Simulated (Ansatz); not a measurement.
**C₂H₅Si₂ (charge +1): density, localisation and related maps**

```json
{"atom": "Si", "x (Å)": "-0.7806", "y (Å)": "1.5976", "z (Å)": "-1.1532"}
{"atom": "C", "x (Å)": "0.0893", "y (Å)": "0.8543", "z (Å)": "0.1911"}
{"atom": "Si", "x (Å)": "0.1041", "y (Å)": "-1.0307", "z (Å)": "-0.5012"}
{"atom": "C", "x (Å)": "-0.0837", "y (Å)": "-0.2626", "z (Å)": "1.1820"}
{"atom": "H", "x (Å)": "1.1050", "y (Å)": "1.3047", "z (Å)": "0.1671"}
{"atom": "H", "x (Å)": "-1.1697", "y (Å)": "-1.3890", "z (Å)": "-1.1540"}
{"atom": "H", "x (Å)": "1.3911", "y (Å)": "-1.4787", "z (Å)": "-1.0496"}
{"atom": "H", "x (Å)": "-1.0817", "y (Å)": "-0.3742", "z (Å)": "1.6204"}
{"atom": "H", "x (Å)": "0.7215", "y (Å)": "-0.3728", "z (Å)": "1.9149"}
```

All numbers below come from Ansatz 0.2.0, RKS CAM-B3LYP/def2-SVP.

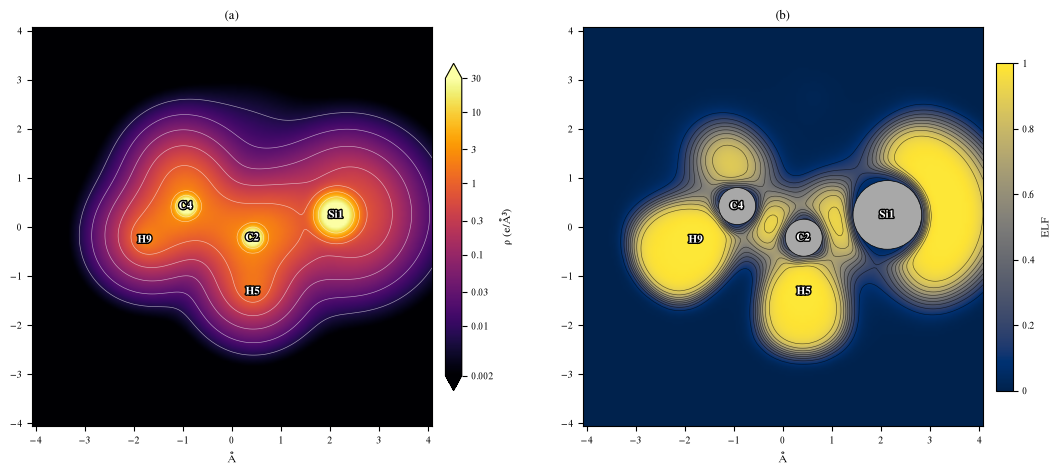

Figure 1. (a) total electron density; (b) ELF on the plane of atoms Si1, C2 and C4. Grey discs cover the atomic cores in the ELF map.

Describe what can be read from this map.

- The section cuts through Si, C and H sites.
- C–C (1.50 Å): ρ is about 1.6 e/Å³ halfway; the ELF peaks at about 0.95 between the atoms; a covalent bond.
- C–Si (1.77 Å): the density is about 1.1 e/Å³ at the midpoint; the ELF peaks at about 0.90 between the atoms: a covalent bond.
- C–H (1.09 Å): the density is about 2 e/Å³ at the midpoint; the ELF climbs to about 1 towards the hydrogen, as it does in any bond to H: a covalent bond by its length.
- The ELF also peaks beside Si1, away from the bonds: lone-pair regions.

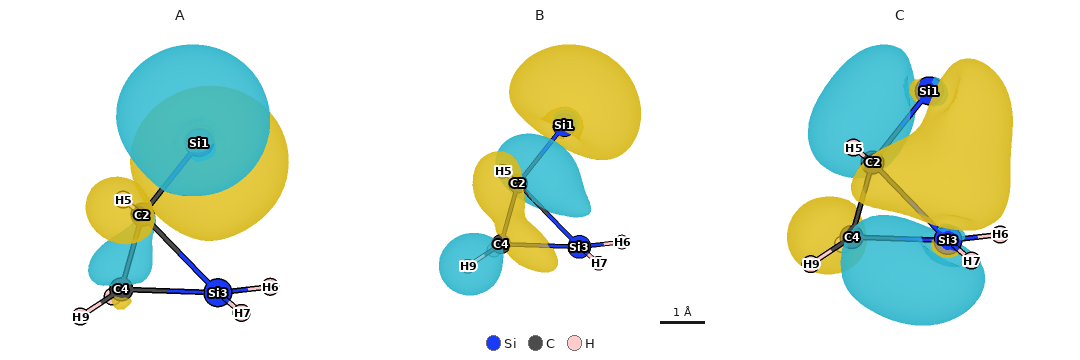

Figure 2. Three frontier orbitals at ±0.1 Å⁻³ᐟ² (yellow and cyan are the two phases), in no order.

Which picture is the HOMO−1, the HOMO and the LUMO?

B is the HOMO−1 (−14.80 eV). It lies mainly on Si1 (about 65 %), C2 (about 20 %) and C4 (about 5 %). C is the HOMO (−13.93 eV). Its weight (Hirshfeld) is mainly on Si3 (about 25 %), Si1 (about 25 %), C2 (about 25 %) and C4 (about 15 %). A is the LUMO (−6.98 eV). By Hirshfeld shares it lies mainly on Si1 (about 80 %) and C2 (about 5 %).

What is the HOMO–LUMO gap?

6.95 eV between the orbital energies.
